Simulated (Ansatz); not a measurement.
## Si (diamond structure), cut as [100] wire, round, 1.05 nm across, 3 periods a cell, F-ended

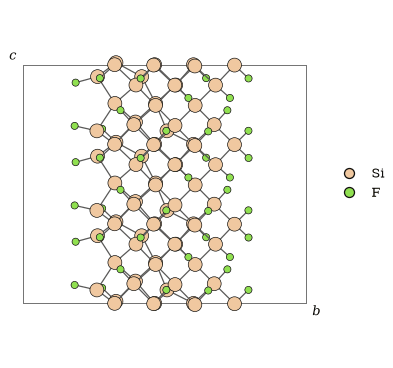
Figure: Final geometry, one periodic cell

Level of theory: PBE, support functions at accuracy medium on the grid of 420 eV (PAW; Ansatz, a quantum-chemistry and plane-wave program).

- change of bonding against the cut = none
- number of neighbours within 2.836 Å (ending not counted) = 2 for 6 atoms, 3 for 36 atoms, 4 for 27 atoms
- mean Si-Si distance (least to greatest) = 2.381 Å (2.353 to 2.459)
